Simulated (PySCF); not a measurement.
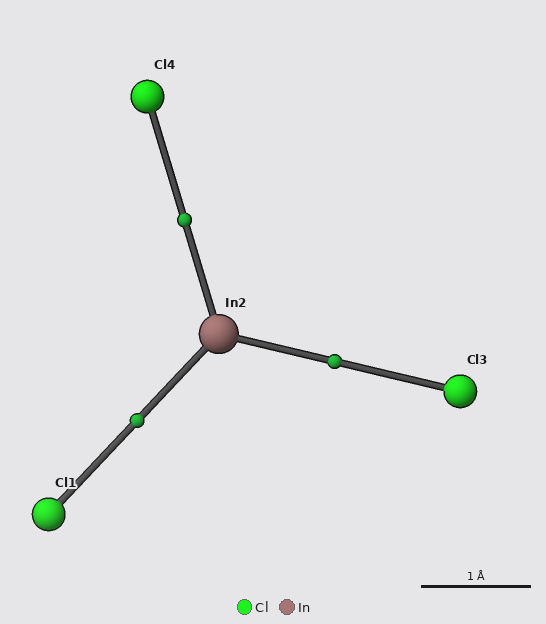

*Cl₃In, SMILES `Cl[In](Cl)Cl`. Molecular graph of the electron density (QTAIM): bond paths, bond critical points (green), ring points (magenta, if any); weak paths are dashed.*

Computed with PySCF, ωB97X/def2-TZVP, geometry: GFN2-xTB. Core potentials replace the inner electrons of In; spin–orbit coupling isn't included. No frequency check shows the geometry to be a minimum. GFN2-xTB bond lengths at metals and heavier atoms can be off by up to 0.1 Å and shapes distorted, which carries into these values.

Input script:

```python
import numpy as np
from pyscf import gto, scf, dft
from pyscf.scf import atom_ks, atom_hf
from scipy.linalg import block_diag

def solve(mol, dm0=None, hcore=None):
    mf = (dft.UKS if mol.spin else dft.RKS)(mol, xc='wb97x')
    mf.grids.level = 3
    mf = mf.density_fit(auxbasis='def2-universal-jkfit')
    mf.conv_tol, mf.max_cycle = 1e-8, 80
    if hcore is not None:
        mf.get_hcore = lambda *args: hcore
    mf.kernel(dm0)
    if not mf.converged:
        mf = mf.newton().run(mf.mo_coeff, mf.mo_occ, max_cycle=30)
    assert mf.converged, 'SCF not converged'
    return mf

mol = gto.M(atom='''
Cl     1.71436    -1.52801     0.00000
In    -0.00032     0.00000     0.00000
Cl     0.46657     2.24843     0.00000
Cl    -2.18002    -0.72041     0.00000
''', basis='def2-tzvp', ecp={'In': 'def2-tzvp'}, charge=0, spin=0, verbose=4)
mf = solve(mol)
mf.analyze()
# spherically averaged free atoms, for the promolecule
atom_ks.AtomSphAverageRKS.init_guess_by_vsap = lambda self, mol=None: self.init_guess_by_minao(mol)  # core potentials
atm = atom_ks.get_atm_nrks(mol, xc='wb97x')
pro = block_diag(*[(atm[a[0]][2] * atm[a[0]][3]) @ atm[a[0]][2].T for a in mol._atom])
np.savez('result.npz', e=mf.e_tot, c=mf.mo_coeff, occ=mf.mo_occ, eps=mf.mo_energy, pro=pro, dip=mf.dip_moment(verbose=0), s2=mf.spin_square()[0])
```

Launched as:

```sh
OMP_NUM_THREADS=1 python input.py
```

The run took 11 s on 1 thread of Intel(R) Xeon(R) 6975P-C (Granite Rapids), with other jobs on the host, peak memory 0.62 GiB.

Partitions, critical points and surface values were worked out afterwards from this run's density.

How many critical points of each kind are there, and does the count close?

Answer. 4 nuclei, 3 bond, 0 ring and 0 cage critical points: 4 − 3 + 0 − 0 = 1, as the Poincaré–Hopf relation requires.

Tabulate density, Laplacian, ellipticity and energy density at the bond critical points (atomic units).

Answer.
```csv
bond,length (Å),ρ (a.u.),∇²ρ (a.u.),ε,H (a.u.)
In2–Cl4 (3 alike),2.296,0.092,+0.23,0.00,−0.030
```

What kind of interaction is In2–Cl4?

Answer. Polar or intermediate (positive Laplacian, negative energy density H): ρ = 0.092, ∇²ρ = +0.23, H = −0.030 a.u.
